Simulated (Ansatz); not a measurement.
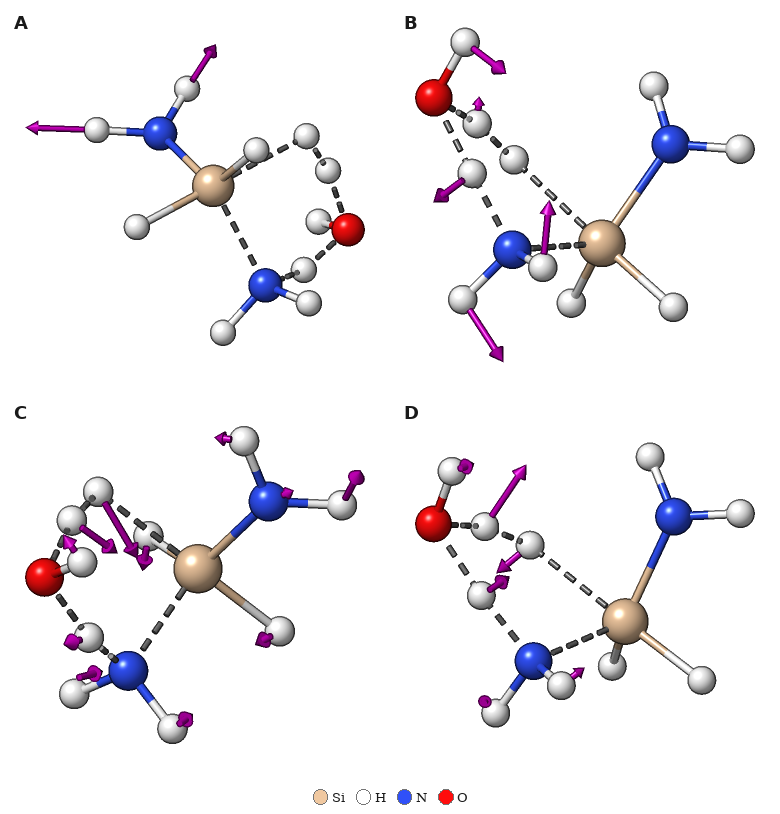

4 normal modes of one molecule or complex, as arrows. Broken sticks mark bonds that form or break. Harmonic vibrations computed with RKS PBE0-D4/def2-TZVP (Ansatz 0.2.0) at a stationary point of the same level. It is a saddle point of order 1.

Match the panels to the wavenumbers 364 cm⁻¹, 815 cm⁻¹, 1488 cm⁻¹, 3606 cm⁻¹.

A: 3606 cm⁻¹
B: 364 cm⁻¹
C: 815 cm⁻¹
D: 1488 cm⁻¹
